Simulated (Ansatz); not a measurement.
Al₃BSb₂

The calculation's input:

```
crystal:
  lattice:
    - [-1.8928444007, 6.2284072037, 2.9819488994]
    - [1.8928444007, -6.2284072037, 2.9819488994]
    - [1.8928444007, 6.2284072037, -2.9819488994]
  atoms:
    - { symbol: Al, position: [0.3256272709, 0.1885289753, 0.1370982956] }
    - { symbol: Al, position: [0.0514306796, 0.1885289753, 0.8629017044] }
    - { symbol: Al, position: [0.8425763536, 0.3425763536, 0.5] }
    - { symbol: B, position: [0.9910113361, 0.9910113361, 0.0] }
    - { symbol: Sb, position: [0.3591624153, 0.0196771799, 0.3394852354] }
    - { symbol: Sb, position: [0.6801919446, 0.0196771799, 0.6605147646] }
basis:
  ecutwfc: 420
kpoints:
  mp_grid: { grid: [10, 10, 10] }
hamiltonian:
  xc: pbe
scf:
  occupations: { method: gaussian, width: 0.1 }
output:
  forces: true
  stress: true
  eigenvalues: true
  write_density: true
  write_potential: true
  elf: true
  volumetric_format: npy
relax:
  adjacent_minimum: "off"
  f_tol: 0.01
  max_steps: 80
  cell: { stress_tol: 0.05 }
```

Launched as:

```sh
ansatz run input.yaml --threads 1 --pin off --max-ram 2560MiB --backend cpu --events-out ev --progress --plain --runs-dir out
```

Below, planes, directions and counts refer to the conventional cell (a = 3.32 Å, b = 12.74 Å, c = 6.48 Å, α = 90.00°, β = 90.00°, γ = 90.00°).

The fields are those of the run's last geometry, not of the input's.

Space group Imm2; a generated structure, not necessarily the stable one.

Theory: DFT PBE, scalar-relativistic, plane waves, PAW in Ansatz 0.2.0.

What can the converged valence pseudo-density and electron localisation function tell about the bonding?

Answer. Al–B (2.07 Å): ρ at the midpoint is about 0.54 e/Å³; the ELF peaks at about 0.95 between the atoms.
Al–Sb (2.72 Å): the density is about 0.38 e/Å³ at the midpoint; the ELF peaks at about 0.90 between the atoms.

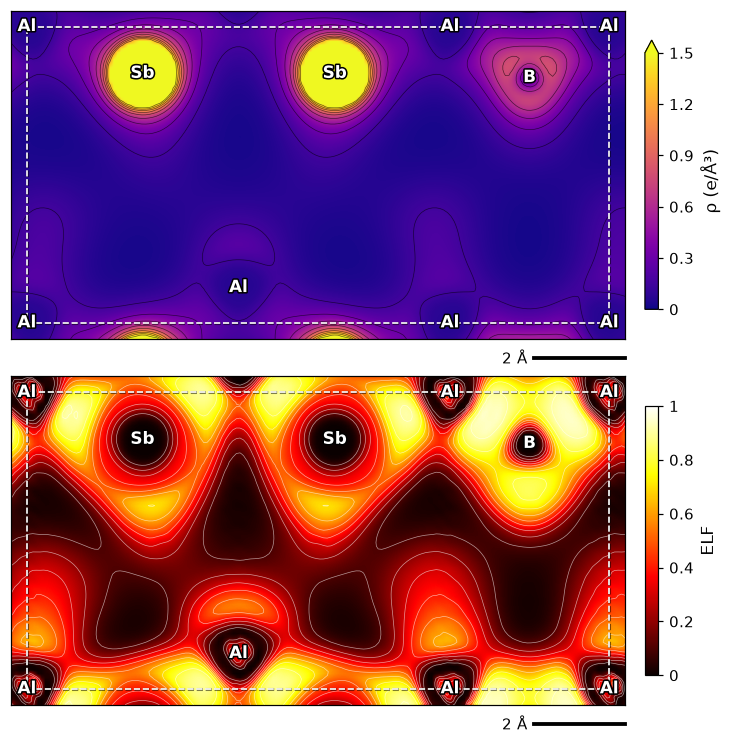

Computed valence pseudo-density and electron localisation function on the (100) plane of the conventional cell, in this order. 

The density is the valence pseudo-density of a PAW calculation; it isn't the true density close to the nuclei.
